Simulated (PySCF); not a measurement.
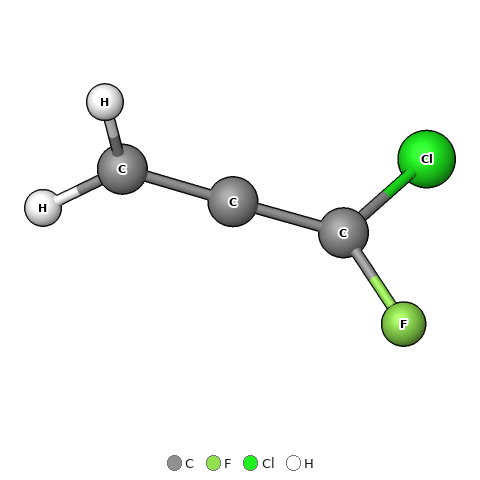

Geometry used (C₃H₂ClF (1-chloro-1-fluoroallene), SMILES C=C=C(F)Cl).

Simulated rotational absorption lines between 2 and 20 GHz at 10 K: rigid rotor with the equilibrium constants and dipole of one optimised conformer (PBE0-D3(BJ)/def2-SVP, PySCF 2.14.0), commonest isotopes; no centrifugal distortion, hyperfine structure, internal rotation or nuclear-spin weights; lines within 1 MHz of each other are summed.

What are the rotational constants, and what kind of rotor is it?

Answer. Rotational constants A, B, C = 6.733, 2.833, 2.022 GHz; Ray's κ = −0.66, an asymmetric top on the prolate side.

Assign the strongest lines, as J(Ka,Kc).

Answer.
| GHz | upper | lower | type | relative intensity |
| --- | --- | --- | --- | --- |
| 18.40 | 4(0,4) | 3(0,3) | a | 1.00 |
| 17.60 | 4(1,4) | 3(1,3) | a | 0.87 |
| 19.33 | 4(2,3) | 3(2,2) | a | 0.78 |
| 15.71 | 3(1,2) | 2(1,1) | a | 0.52 |
| 14.12 | 3(0,3) | 2(0,2) | a | 0.48 |
| 19.68 | 4(3,1) | 3(3,0) | a | 0.42 |
| 19.62 | 4(3,2) | 3(3,1) | a | 0.42 |
| 13.28 | 3(1,3) | 2(1,2) | a | 0.38 |

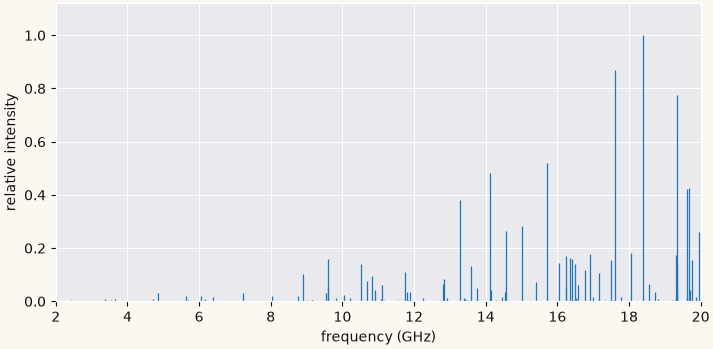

Known limits of this run: coarse grid, loose stop and no frequency check, small forces are noise and the end may be a saddle.
